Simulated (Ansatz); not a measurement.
Pulling on the B1–H3 bond in iminoborane (SMILES B=N) (multiplicity 1 held, fragments rigid). Energies count from the point at 1.167 Å.
Geometry at that point (charge 0, multiplicity 1):
```xyz
4

B      0.0000     0.0000    -0.6921
N      0.0000     0.0000     0.5409
H      0.0000     0.0000    -1.8589
H      0.0000     0.0000     1.5328
```

R- and RO- levels are restricted; in cc, def2 and unpolarised 6-31G sets they are followed outwards from rest. U- levels take the lowest unrestricted solution at each point, which mixes spins at long bonds. Active spaces are followed from a long bond inwards. Curves can end on different states.

Correlated levels freeze the cores.

Run with Ansatz (Gaussian orbitals). 

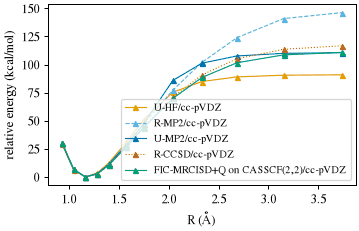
*Relative energy along the coordinate*

Doubts at one or more of the structures used: a spin-contaminated determinant (U-HF/cc-pVDZ, U-MP2/cc-pVDZ); a restricted determinant that unrestricted orbitals would lower (R-MP2/cc-pVDZ, R-CCSD/cc-pVDZ); other coupled-cluster roots lie near (R-CCSD/cc-pVDZ).

Ansatz is a first-principles code.
